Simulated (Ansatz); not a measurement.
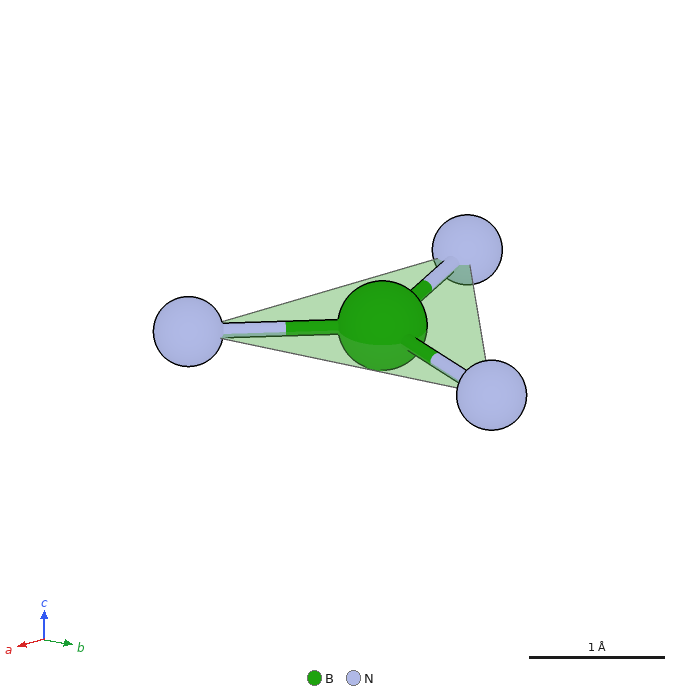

Coordination of B in BN (P6_3/mmc). Continuous shape measures are computed against ideal polyhedra (0 is ideal; above about 3 the distortion is strong). Source: a calculation's input that goes back to an entry of the Crystallography Open Database (an earlier step may have relaxed or displaced it).

**What geometry does the central atom have?**

BN3: an essentially ideal trigonal plane (coordination number 3, S = 0.00; next best trigonal pyramid, S = 3.0).

**How long are the bonds?**

3 × B–N 1.45 Å. The next neighbour, not counted, lies at 2.50 Å.
